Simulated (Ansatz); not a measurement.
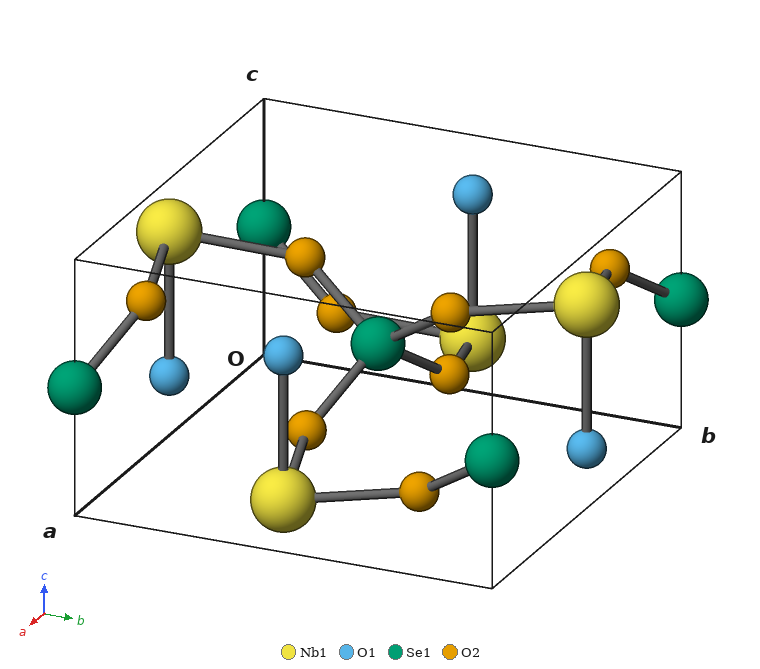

Crystal: NbSeO5, the geometry relaxed with DFT, PAW plane waves, r2scan in Ansatz; the starting structure was generated, so it need not be a known form of this composition. One unit cell; atoms that symmetry makes equivalent share a colour (atoms on faces, edges and corners are repeated). Geometry calculated from the standardised cell; symmetry tolerance 0.002 Å.

a = 6.663 Å, b = 6.663 Å, c = 4.037 Å, α = 90.00°, β = 90.00°, γ = 90.00°; space group No. 85, P4/n, origin choice 1.

One atom of each site: Nb1 (1/2, 0, 0.795); O1 (1/2, 0, 0.232); Se1 (1/2, 1/2, 1/2); O2 (0.076, 0.209, 0.271).

### Give the multiplicity, Wyckoff letter and site symmetry of each site.

```csv
site,Wyckoff,symmetry
Nb1,2c,4..
O1,2c,4..
Se1,2b,-4..
O2,8g,1
```

### How many free positional parameters does the structure have?

5: Nb1 1, O1 1, Se1 0, O2 3.
